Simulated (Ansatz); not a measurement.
## Electronic structure of C2H24Si9 (SMILES C[SiH2][SiH2][SiH2][SiH2][SiH2][SiH2][SiH2][SiH2][SiH2]C) in real space

The calculation's input:

```
crystal:
  periodic: [false, false, false]
  atoms:
    - {symbol: C, position_ang: [-5.693193, 0.846357, -0.424200]}
    - {symbol: Si, position_ang: [-4.512736, 0.500525, -1.855706]}
    - {symbol: Si, position_ang: [-3.675659, -1.689341, -1.686833]}
    - {symbol: Si, position_ang: [-2.801445, -1.938854, 0.479916]}
    - {symbol: Si, position_ang: [-1.389113, -0.103993, 0.878555]}
    - {symbol: Si, position_ang: [0.150266, 0.107627, -0.885686]}
    - {symbol: Si, position_ang: [1.626756, 1.876547, -0.425557]}
    - {symbol: Si, position_ang: [2.423543, 1.564387, 1.764746]}
    - {symbol: Si, position_ang: [3.123657, -0.672483, 1.931893]}
    - {symbol: Si, position_ang: [4.650197, -1.052068, 0.184451]}
    - {symbol: C, position_ang: [5.999596, 0.266926, 0.208807]}
    - {symbol: H, position_ang: [-6.548280, 0.151468, -0.444586]}
    - {symbol: H, position_ang: [-6.088772, 1.873740, -0.474754]}
    - {symbol: H, position_ang: [-5.180246, 0.727600, 0.543885]}
    - {symbol: H, position_ang: [-3.351514, 1.447242, -1.807538]}
    - {symbol: H, position_ang: [-5.203959, 0.697667, -3.169319]}
    - {symbol: H, position_ang: [-2.586222, -1.930249, -2.686777]}
    - {symbol: H, position_ang: [-4.763207, -2.693088, -1.927914]}
    - {symbol: H, position_ang: [-2.019382, -3.207979, 0.623411]}
    - {symbol: H, position_ang: [-3.922113, -1.961316, 1.475853]}
    - {symbol: H, position_ang: [-0.650897, -0.251662, 2.174796]}
    - {symbol: H, position_ang: [-2.209866, 1.149327, 0.958665]}
    - {symbol: H, position_ang: [-0.587279, 0.325154, -2.171374]}
    - {symbol: H, position_ang: [0.923879, -1.170822, -1.002680]}
    - {symbol: H, position_ang: [0.901617, 3.180488, -0.557321]}
    - {symbol: H, position_ang: [2.778960, 1.877471, -1.384348]}
    - {symbol: H, position_ang: [1.339956, 1.891807, 2.745110]}
    - {symbol: H, position_ang: [3.587030, 2.470898, 2.033619]}
    - {symbol: H, position_ang: [3.762747, -0.926310, 3.263604]}
    - {symbol: H, position_ang: [1.933277, -1.573737, 1.805068]}
    - {symbol: H, position_ang: [3.896113, -0.991481, -1.109348]}
    - {symbol: H, position_ang: [5.246347, -2.421118, 0.299073]}
    - {symbol: H, position_ang: [6.720692, 0.111674, -0.609974]}
    - {symbol: H, position_ang: [6.554654, 0.245036, 1.160598]}
    - {symbol: H, position_ang: [5.564584, 1.272583, 0.091856]}
basis:
  gaussian: {orbitals: def2-TZVP, initial_orbitals: start.molden}
hamiltonian: {xc: pbe0, dispersion: d4}
scf: {omitted_lower_state_checks: [starts]}
output: {forces: true, orbitals: {seedname: orbitals}}
```

Launched as:

```sh
ansatz run in.yaml --threads 4 --pin off --events-out ev --progress --plain --max-ram 6963MiB
```

Geometry: r2SCAN-D4/def2-SVP.

Level of theory: Ansatz 0.2.0, RKS PBE0-D4/def2-TZVP.

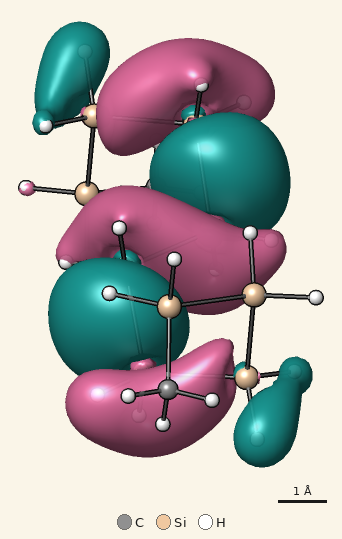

Figure 1. The HOMO at ±0.05 Å⁻³ᐟ² (teal and pink are the two phases), seen at an oblique angle.

### Where does this orbital lie, and at what energy?

It lies mainly on Si5 (about 20 %), Si6 (about 20 %), Si4 (about 20 %) and Si7 (about 15 %). Its energy is −7.52 eV.

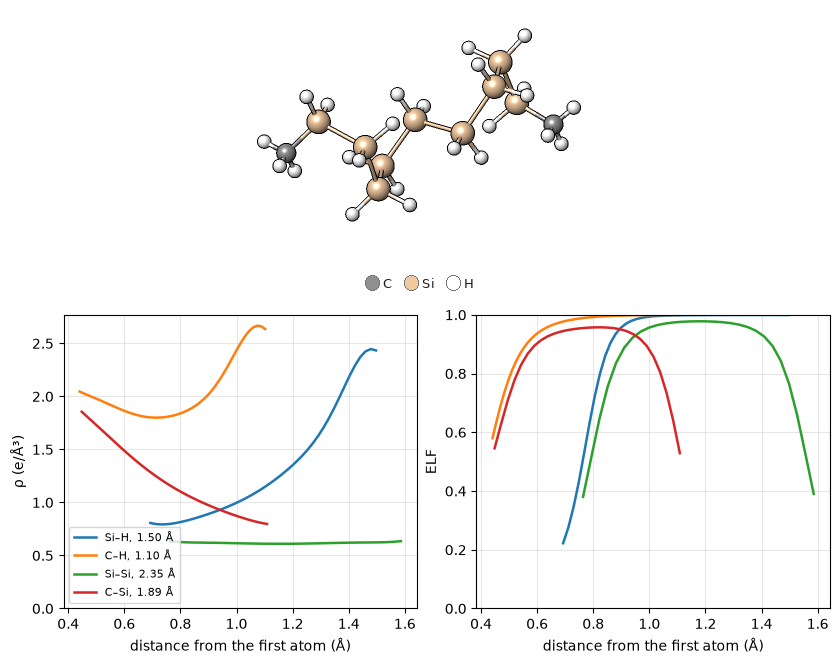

Figure 2. Total electron density and electron localisation function along straight lines between neighbouring atoms. The curves leave out the atomic cores. The structure is drawn too.

### What can be read from the curves?

Si–H (1.50 Å): ρ at the midpoint is about 0.79 e/Å³; the ELF climbs to about 1 towards the hydrogen, as it does in any bond to H.
C–H (1.10 Å): ρ at the midpoint is about 1.9 e/Å³; the ELF climbs to about 1 towards the hydrogen: a covalent bond by its length.
Si–Si (2.35 Å): ρ at the midpoint is about 0.61 e/Å³; the ELF peaks at about 1 between the atoms; a shared electron pair.
C–Si (1.89 Å): the density is about 0.93 e/Å³ at the midpoint; the ELF peaks at about 0.95 between the atoms (a covalent bond).

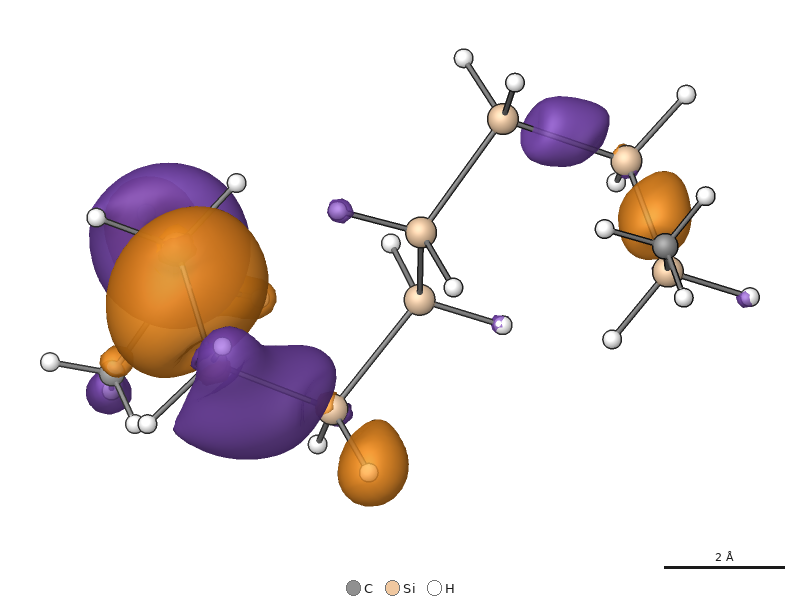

Figure 3. The HOMO−1 at ±0.08 Å⁻³ᐟ² (orange and purple are the two phases), seen at a tilt.

### Describe this orbital and give its energy.

By Hirshfeld shares it lies mainly on Si9 (about 30 %), Si8 (about 25 %), Si10 (about 15 %) and Si7 (about 5 %). Its energy is −7.67 eV.
